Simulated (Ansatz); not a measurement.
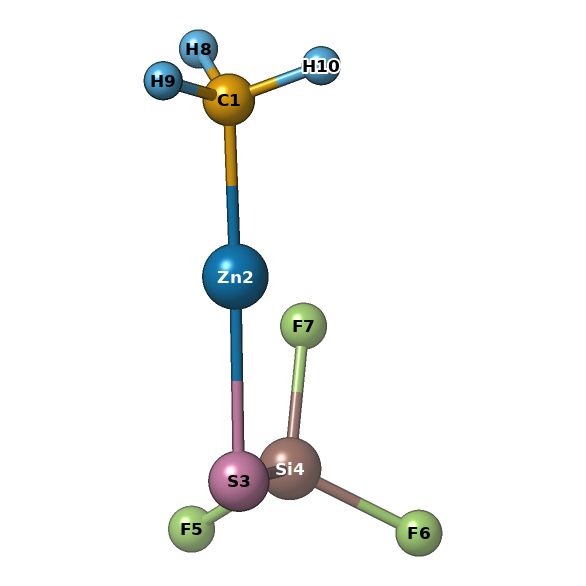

Figure made from data computed with Ansatz.

Si4 lies behind S3. The molecule seen a little off the S3–Si4 bond, S3 in front. Atoms fade into the background with distance from the viewer. Charge +1, doublet. Geometry: the geometry of the neutral molecule.

**What is the torsion angle Zn2–S3–Si4–F5? The sign is positive where the front bond must turn clockwise to cover the back bond.**

−119°, anticlinal.
